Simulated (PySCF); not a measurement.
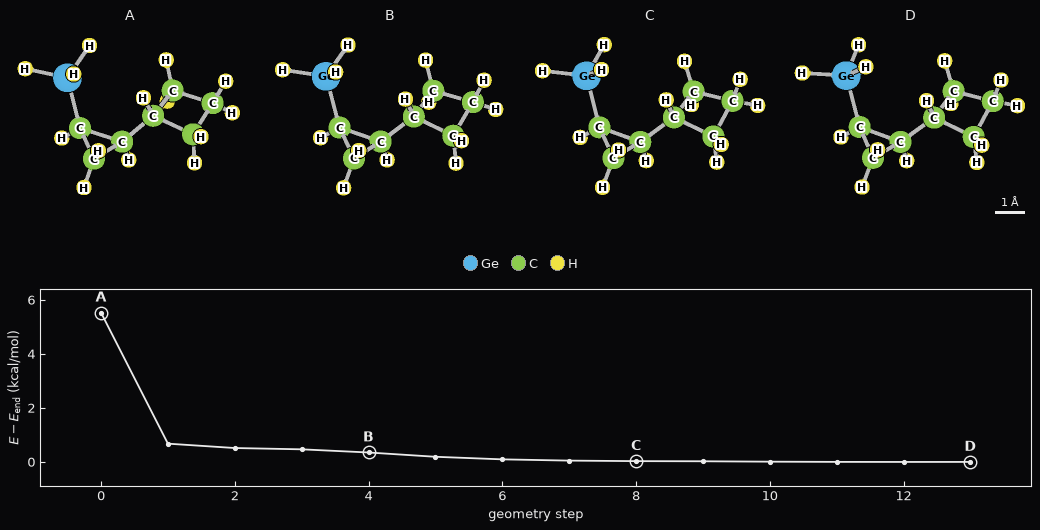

Frames of a relaxation of C₇H₁₄Ge, marked on the history of the run. A ball-and-stick model, seen at a tilt.

The start comes from GFN2-xTB. Its atoms were then displaced at random by about 0.01 Å.

Theory: PySCF, PBE0-D3(BJ)/def2-SVP geometry optimisation, gas phase. 

**What happens along the run?**

Over 13 geometry steps the energy falls by 5.53 kcal/mol. The largest move after the best rigid fit is that of an H atom, 0.58 Å. Largest moves by element: H 0.58 Å, C 0.14 Å, Ge 0.10 Å. Among the contacts that change: C–H 1.056 → 1.100 Å, Ge–H 1.505 → 1.541 Å, C–C 1.541 → 1.510 Å, C–C 1.526 → 1.497 Å. Among the angles between lasting bonds that change: C–Ge–H 114.3° → 111.3°, C–C–H 116.3° → 113.3°, Ge–C–C 120.5° → 123.4°. Groups turn about C–Ge by about 20°. The run took 9 min on 1 thread of Arm Neoverse N1, with other jobs on the host. From step 0 to 4: an H atom moves most (0.18 Å), energy −5.18 kcal/mol. From step 4 to 8: an H atom moves most (0.23 Å), energy −0.32 kcal/mol. From step 8 to 13: an H atom moves most (0.24 Å), energy −0.03 kcal/mol.
